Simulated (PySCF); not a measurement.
```xyz
23

C    -1.7333    0.4768   -1.2757
C    -1.2086    0.2626    0.1500
C    -1.4884    1.5395    0.9565
C    -2.0024   -0.8901    0.7871
B     0.3560   -0.1028    0.2220
N     1.0918   -0.4378   -0.9099
Si    2.7517   -0.9415   -1.1007
N     3.6316   -0.2993    0.2236
H    -1.1867    1.2780   -1.7711
H    -1.6357   -0.4311   -1.8696
H    -2.7887    0.7487   -1.2576
H    -1.1698    1.4180    1.9890
H    -0.9499    2.3846    0.5322
H    -2.5529    1.7743    0.9505
H    -1.6760   -1.0574    1.8109
H    -1.8527   -1.8130    0.2298
H    -3.0686   -0.6623    0.7971
H     0.9044   -0.1006    1.2578
H     0.5815   -0.4402   -1.7811
H     2.8802   -2.3997   -1.0251
H     3.1275   -0.4450   -2.4377
H     4.6282   -0.4216    0.2791
H     3.3561    0.5872    0.6123
```

Geometry: GFN2-xTB.

All numbers below come from PBE0/pcSseg-1, SCF density, gas phase, non-relativistic in PySCF 2.14.0.

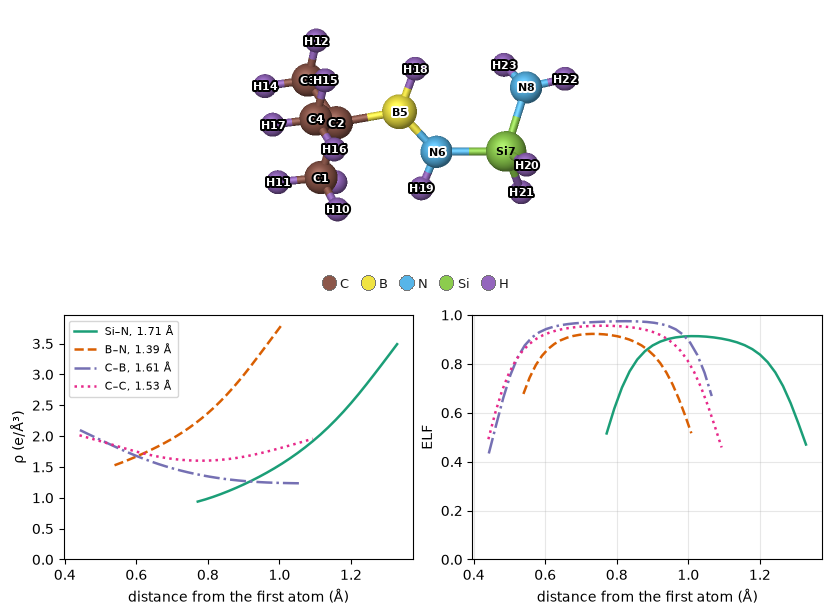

C4H15BN2Si (SMILES CC(C)(C)BN[SiH2]N). Total electron density and electron localisation function along straight lines between neighbouring atoms. The curves leave out the atomic cores. The structure is drawn too.

**What can be read from the curves?**

Si–N (1.71 Å): the density is about 1.1 e/Å³ at the midpoint; the ELF peaks at about 0.90 between the atoms; a shared but strongly polarised pair.
B–N (1.39 Å): the density is about 1.9 e/Å³ at the midpoint; the ELF peaks at about 0.90 between the atoms (a polar covalent bond).
C–B (1.61 Å): the density is about 1.3 e/Å³ at the midpoint; the ELF peaks at about 1 between the atoms; a shared electron pair.
C–C (1.53 Å): the density is about 1.6 e/Å³ at the midpoint; the ELF peaks at about 0.95 between the atoms, as expected for a covalent bond.
